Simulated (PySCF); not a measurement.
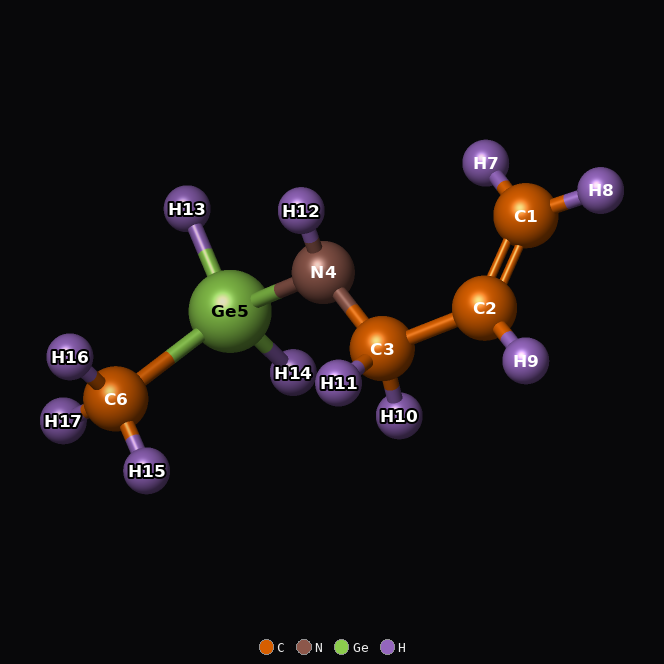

The computed structure is the end point of a PBE0-D3(BJ)/def2-SVP optimisation. No frequency run is at hand to confirm it as a minimum. Properties computed with B3LYP/pcJ-1 (pcSseg-1 on Ge) indirect spin-spin coupling, non-relativistic, gas phase (PySCF 2.14.0). Isotopes: 13C, 1H, 15N.

Give the spin–spin coupling constants of these pairs, with the number of bonds between them: C3/N4, N4/H12, C2/N4, N4/H10, N4/H13, N4/H14, N4/H11, C1/N4, N4/H9, N4/H17.

```tsv
pair	bonds apart	J (Hz)
C3, N4	1	−8.5
N4, H12	1	−77.8
C2, N4	2	−2.1
N4, H10	2	−1.9
N4, H13	2	−8.7
N4, H14	2	−8.8
N4, H11	2	0.7
C1, N4	3	−3.6
N4, H9	3	−4.4
N4, H17	3	−2.0
```
